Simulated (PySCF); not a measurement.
# Two runs on C$_{3}$H$_{7}$OPSi

System: C$_{3}$H$_{7}$OPSi, SMILES P[SiH2]C1=COC1.
Method of the first run: TDDFT HF/def2-SVPD, vertical, gas phase, core orbitals frozen in the response (PySCF 2.14.0).

The geometry comes from this level: PBE0-D3(BJ)/def2-SVP. Text and figures count atoms from 1; the logs count them from 0 in places.

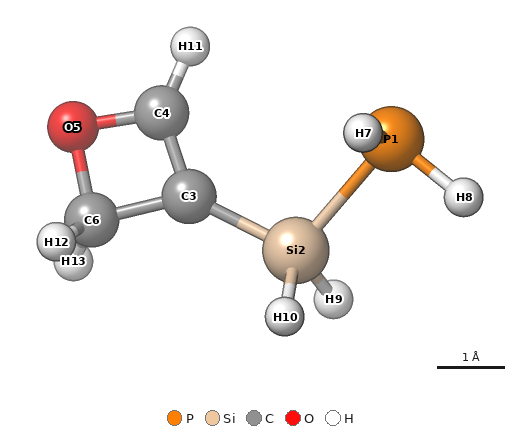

**Figure 1.** The structure (ball-and-stick view, seen at a tilt; atoms are numbered from 1 in the order of the input).

## The input, the first run
```
{"job": {"kind": "uv", "xc": "HF", "basis": "def2-SVPD", "ip": true}, "charge": 0, "multiplicity": 1}
P      2.534440     0.627404    -0.570275
Si     0.979116    -0.855079     0.148724
C     -0.653603    -0.053481    -0.141499
C     -1.105766     1.003728    -0.854154
O     -2.428094     0.954245    -0.547811
C     -2.104909    -0.205873     0.266186
H      2.533342     1.373821     0.647778
H      3.645161    -0.185661    -0.187168
H      1.156442    -2.109867    -0.650067
H      1.127522    -1.225330     1.591851
H     -0.709088     1.773408    -1.523101
H     -2.350678    -0.018311     1.322786
H     -2.636786    -1.095803    -0.104156
```

The first line tells a small driver script what to run in PySCF; the rest is the geometry in Å.

Launched with:
```bash
OMP_NUM_THREADS=1 python <driver script> task.json out
```

Hardware: 1 CPU thread, shared host.

## Output (the first run)
```
final grid: 106288 points
cycle   1  E = -821.7037615477  dE =  1.060e+00  |g| = 5.886e-01  |ddm| = 4.254e+00
cycle   2  E = -821.7914422869  dE = -8.768e-02  |g| = 3.111e-01  |ddm| = 1.113e+00
cycle   3  E = -821.8112619654  dE = -1.982e-02  |g| = 8.312e-02  |ddm| = 5.173e-01
cycle   4  E = -821.8134976045  dE = -2.236e-03  |g| = 2.431e-02  |ddm| = 2.066e-01
cycle   5  E = -821.8137096848  dE = -2.121e-04  |g| = 6.568e-03  |ddm| = 5.606e-02
cycle   6  E = -821.8137332426  dE = -2.356e-05  |g| = 2.235e-03  |ddm| = 1.974e-02
cycle   7  E = -821.8137368455  dE = -3.603e-06  |g| = 7.379e-04  |ddm| = 7.462e-03
cycle   8  E = -821.8137371810  dE = -3.355e-07  |g| = 2.197e-04  |ddm| = 2.077e-03
cycle   9  E = -821.8137372152  dE = -3.424e-08  |g| = 7.801e-05  |ddm| = 6.959e-04
cycle  10  E = -821.8137372199  dE = -4.640e-09  |g| = 2.808e-05  |ddm| = 2.795e-04
cycle  11  E = -821.8137372206  dE = -7.574e-10  |g| = 1.066e-05  |ddm| = 1.223e-04
converged SCF energy = -821.8137372206

Static polarisability (au): isotropic 88.008, principal 69.780 91.678 102.566

Singlet excitations
state   eV       nm        f      main configurations
  1   6.3821    194.3   0.24994   H->L+3 0.51, H->L+4 0.18, H->L+1 0.13
  2   6.9539    178.3   0.02792   H-1->L+4 0.41, H-1->L+6 0.17, H-1->L+3 0.11
  3   7.2164    171.8   0.02111   H->L 0.43, H-1->L 0.13
  4   7.3711    168.2   0.03629   H-1->L 0.30, H->L 0.24, H->L+2 0.10
  5   7.4519    166.4   0.02862   H->L+1 0.48, H->L+2 0.10, H->L+3 0.09
  6   7.6570    161.9   0.42814   H-1->L+1 0.52, H-1->L+5 0.11
  7   7.7424    160.1   0.00451   H->L+2 0.41
  8   8.4015    147.6   0.01208   H-1->L+3 0.33, H-2->L+3 0.12
  9   8.4357    147.0   0.02578   H->L+4 0.45, H->L+3 0.18
 10   8.5794    144.5   0.01870   H->L+5 0.15, H->L+7 0.13, H-1->L+4 0.09

Triplet excitations (Tamm-Dancoff, eV): 3.3815 5.5740 5.6426 6.8397
Vertical ionisation energy (delta-SCF) = 7.9165 eV
```

For the second run the input was changed thus:
```diff
-"xc": "HF"
+"xc": "BHandHLYP"
```

What does this change do to the results?

The total energies belong to different methods, so their difference says nothing on which is more stable or more accurate. The HOMO goes from −9.49 to −7.94 eV. The LUMO goes from 2.30 to 0.64 eV. The dipole moment goes from 1.21 to 1.13 D. The lowest excitation goes from 6.38 to 6.10 eV. The strongest computed line goes from 7.66 to 7.00 eV. The method changes from HF to BHandHLYP. The SCF takes 13 iterations against 11.

## Output (the second run)
```
coarse grid: 11936 points
cycle   1  E = -823.9487143263  dE =  7.916e-01  |g| = 5.168e-01  |ddm| = 4.423e+00
cycle   2  E = -823.9474201597  dE =  1.294e-03  |g| = 5.790e-01  |ddm| = 1.125e+00
cycle   3  E = -824.0097486465  dE = -6.233e-02  |g| = 7.847e-02  |ddm| = 5.709e-01
cycle   4  E = -824.0106258247  dE = -8.772e-04  |g| = 4.385e-02  |ddm| = 1.405e-01
cycle   5  E = -824.0110952597  dE = -4.694e-04  |g| = 9.691e-03  |ddm| = 6.732e-02
cycle   6  E = -824.0111199291  dE = -2.467e-05  |g| = 2.650e-03  |ddm| = 1.942e-02
cycle   7  E = -824.0111220385  dE = -2.109e-06  |g| = 4.984e-04  |ddm| = 5.299e-03
final grid: 106288 points
cycle   8  E = -824.0858890716  dE = -1.078e-05  |g| = 1.849e-03  |ddm| = 5.715e-02
cycle   9  E = -824.0858891974  dE = -1.258e-07  |g| = 1.844e-03  |ddm| = 7.048e-03
cycle  10  E = -824.0858899294  dE = -7.320e-07  |g| = 2.965e-04  |ddm| = 2.259e-03
cycle  11  E = -824.0858899440  dE = -1.463e-08  |g| = 1.331e-04  |ddm| = 4.866e-04
cycle  12  E = -824.0858899486  dE = -4.562e-09  |g| = 3.076e-05  |ddm| = 2.370e-04
cycle  13  E = -824.0858899488  dE = -2.592e-10  |g| = 9.561e-06  |ddm| = 6.407e-05
converged SCF energy = -824.0858899488

Static polarisability (au): isotropic 91.081, principal 71.235 93.766 108.243

Singlet excitations
state   eV       nm        f      main configurations
  1   6.1030    203.2   0.20827   H->L 0.91
  2   6.4996    190.8   0.00786   H->L+1 0.70, H->L+2 0.17
  3   6.6061    187.7   0.02106   H->L+2 0.63, H->L+1 0.16
  4   6.6681    185.9   0.01684   H-1->L+3 0.58, H->L+3 0.16, H-1->L+4 0.08
  5   6.8053    182.2   0.02647   H-1->L+1 0.38, H->L+4 0.19, H-1->L+2 0.17
  6   6.8782    180.3   0.02102   H->L+4 0.34, H->L+3 0.16, H-1->L+1 0.15
  7   6.9968    177.2   0.21483   H-1->L 0.71, H-1->L+1 0.14
  8   7.2018    172.2   0.07177   H-1->L+2 0.58, H-1->L+1 0.13
  9   7.2431    171.2   0.03594   H->L+3 0.44, H->L+4 0.24, H-1->L+3 0.12
 10   7.6120    162.9   0.00576   H->L+5 0.54, H->L+6 0.10, H-2->L 0.09

Triplet excitations (Tamm-Dancoff, eV): 3.7289 5.6605 5.7228 6.3405
Vertical ionisation energy (delta-SCF) = 8.7963 eV
```

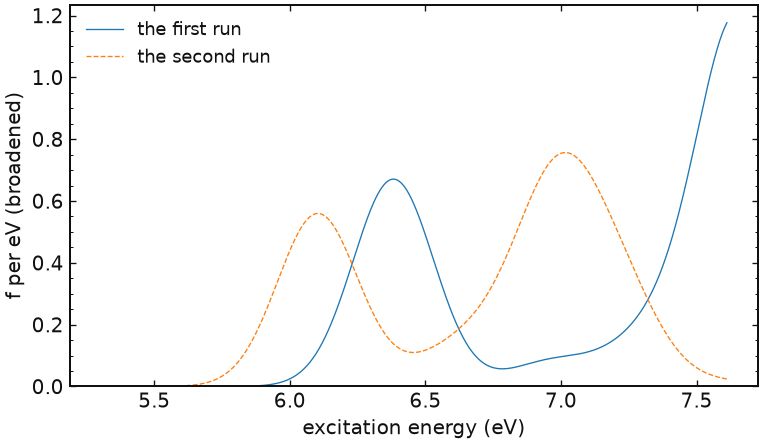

**Figure 2.** Absorption of the two runs from their computed states, each broadened by a Gaussian of 0.35 eV full width; the range ends where the shorter list of states ends.

## The two runs side by side

```tsv
quantity	the first run	the second run
outcome	converged	converged
total energy (hartree)	−821.813737	−824.085890
HOMO (eV)	−9.49	−7.94
LUMO (eV)	2.30	0.64
dipole moment (D)	1.21	1.13
lowest excitation (eV)	6.38	6.10
SCF iterations	11	13
strongest computed line (eV)	7.66	7.00
basis functions	187	187
wall time (shared host)	39 s	2 min
```
